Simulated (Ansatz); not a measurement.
A series of calculations on BHSF2

Part 1: Relaxation

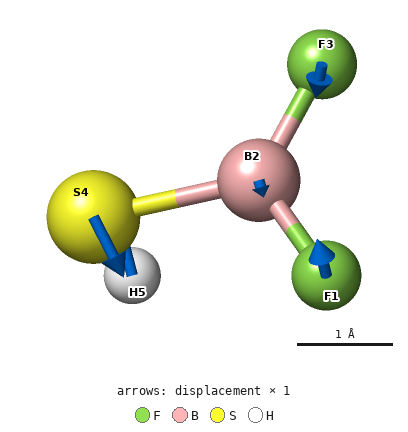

A relaxation of BHSF2 (coarse preliminary run). The starting structure is drawn; blue arrows show the displacements, at their true length. The two geometries are superimposed by the best rigid fit.

A ball-and-stick model, seen from a free direction.

All numbers below come from Ansatz, RKS PBE-D4/def2-SVP.

The input:
```yaml
crystal:
  periodic: [false, false, false]
  atoms:
    - {symbol: F, position_ang: [0.935000, -1.554200, 0.127000]}
    - {symbol: B, position_ang: [-0.124500, -0.485900, 0.248800]}
    - {symbol: F, position_ang: [-0.909800, -0.367900, 1.460900]}
    - {symbol: S, position_ang: [-0.369000, 0.720800, -1.172500]}
    - {symbol: H, position_ang: [0.518100, 1.613500, -0.705600]}
basis:
  gaussian: {orbitals: def2-SVP}
hamiltonian: {xc: pbe, dispersion: d4}
relax: {f_tol: 0.03, max_steps: 250}
```

Question: What happened in the run?

Answer: H5 moves most after the best rigid fit: 0.82 Å. Largest moves by element: H 0.82 Å, S 0.72 Å, F 0.47 Å, B 0.19 Å. Near-neighbour distances that change, for instance: F1–B2 1.510 → 1.330 Å, B2–F3 1.449 → 1.333 Å, B2–S4 1.880 → 1.812 Å, S4–H5 1.342 → 1.361 Å. Groups turn about B2–S4 by about 90°. The optimiser took 12 steps.

Part 2: Relaxation

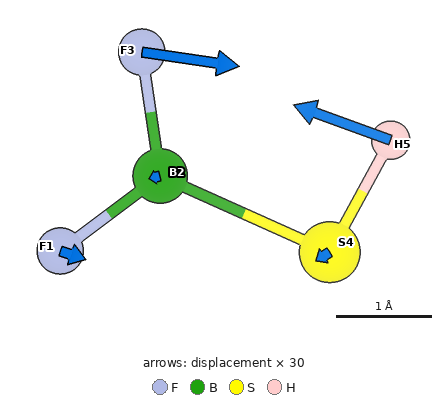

This is a constrained relaxation of BHSF2. The starting structure is drawn; blue arrows show the displacements, magnified 30 times. The two geometries are superimposed by the best rigid fit.

A ball-and-stick model, seen face on.

Level of theory: Ansatz, RKS PBE0-D4/def2-TZVP.

Input file:
```yaml
crystal:
  periodic: [false, false, false]
  atoms:
    - {symbol: F, position_ang: [0.433765, -1.758072, 0.089134]}
    - {symbol: B, position_ang: [0.064015, -0.499780, 0.217682]}
    - {symbol: F, position_ang: [-0.413103, -0.105149, 1.382352]}
    - {symbol: S, position_ang: [0.241216, 0.711312, -1.318271]}
    - {symbol: H, position_ang: [-0.246559, 1.779842, -0.668296]}
basis:
  gaussian: {orbitals: def2-TZVP}
hamiltonian: {xc: pbe0, dispersion: d4}
relax: {f_tol: 0.005, max_steps: 200, constraints: [{distance: [1, 3]}]}
```

### What happened in the run?

The largest move after the best rigid fit is that of H5, 0.037 Å. Largest moves by element: H 0.037 Å, F 0.035 Å, S 0.006 Å, B 0.004 Å. Near-neighbour distances that change, for instance: B2–F3 1.319 → 1.310 Å. Bond angles that change, for instance: F1–B2–F3 118.2° → 120.3°. Over 4 geometry steps the energy falls by 0.010 eV. The largest force component goes from 0.43 to 0.0026 eV/Å. The run took of the order of 19 core-seconds on a shared host.

Part 3: Scan

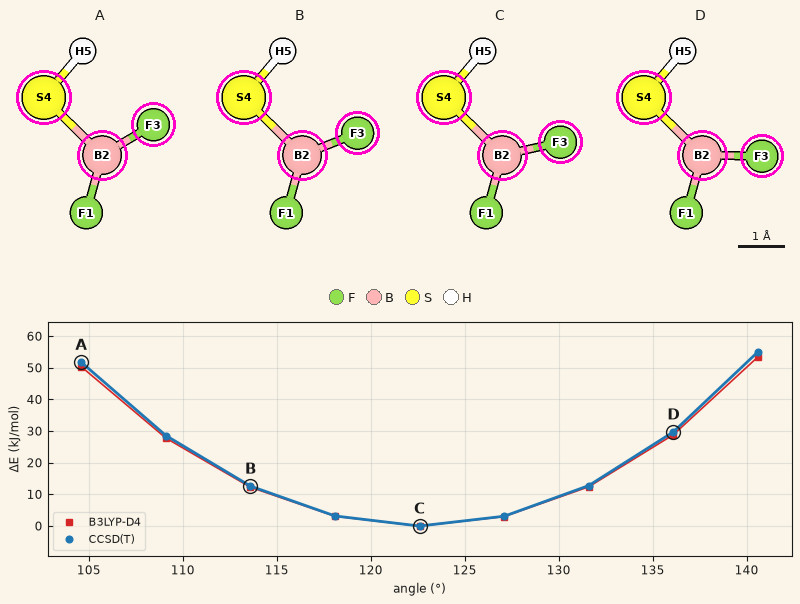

Energy scan for BHSF2, in which the F3–B2–S4 angle is varied, with the rest of the molecule carried along rigidly. The lettered frames are marked on the plot, at the values of CCSD(T). A ball-and-stick model, seen onto the plane of the angle. The ringed atoms are those of the scanned coordinate.

Levels of theory: CCSD(T), B3LYP-D4 (def2-TZVPP, Ansatz), on geometries moved rigidly from the minimum at PBE0-D4/def2-TZVP. Coupled cluster with a frozen core. Energies are counted from the PBE0-D4/def2-TZVP minimum geometry at the same level.

**Read off the main features of the energy profile.**

With CCSD(T): the lowest computed point lies at the angle 122.6° (0.0 kJ/mol). The curvature at the lowest point is about 11 eV/rad². At 140.6° the levels give B3LYP-D4 53.5 kJ/mol, CCSD(T) 55.0 kJ/mol.

The computed points:

Energies in kJ/mol.

```
angle (°)  CCSD(T)  B3LYP-D4
    104.6     51.8      50.3
    109.1     28.6      27.8
    113.6     12.6      12.3
    118.1      3.2       3.1
    122.6      0.0       0.0
    127.1      3.1       3.0
    131.6     12.8      12.4
    136.1     29.7      28.9
    140.6     55.0      53.5
```
